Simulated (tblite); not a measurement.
C₄H₈OS₂: relaxed scan

System: C₄H₈OS₂.
Method: GFN2-xTB relaxed scan under a harmonic restraint, gas phase (tblite 0.8.0).

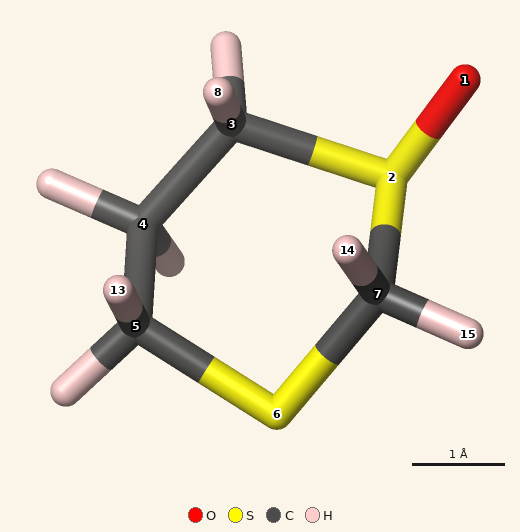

The input geometry (stick view, seen at a tilt; atoms are numbered from 1 in the order of the input).

Input
```
{"job": {"xc": "GFN2-xTB", "basis": "xTB", "coordinate": [["t", [6, 0, 2, 1], 0.3333333333333333], ["t", [0, 2, 6, 1], 0.3333333333333333], ["t", [2, 6, 0, 1], 0.3333333333333333]], "kind": "drive"}, "charge": 0, "multiplicity": 1}
O      1.864006     2.248081     0.265434
S      1.142267     1.287166    -0.564584
C     -0.532094     1.134133     0.223561
C     -1.344020     0.014057    -0.400534
C     -0.816368    -1.364367    -0.032631
S      0.811629    -1.704126    -0.777721
C      1.736381    -0.381378     0.015365
H     -0.380681     0.995312     1.293983
H     -1.008105     2.100848     0.061475
H     -1.337755     0.124333    -1.487271
H     -2.381495     0.088502    -0.061494
H     -1.470213    -2.145689    -0.416841
H     -0.722057    -1.479070     1.048534
H      1.658043    -0.435147     1.100254
H      2.776050    -0.474668    -0.289440
```

The first line tells a small driver script what to run in tblite; the rest is the geometry in Å.

Run as:
```bash
OMP_NUM_THREADS=1 python <driver script> task.json out
```

The program's output
```
point  coordinate     E/eV
  0    -51.000     -630.59976
```

Key numbers

| quantity | value |
| --- | --- |
| outcome | converged |
| hardware | 1 CPU thread, shared host |
| peak memory | 0.18 GiB |
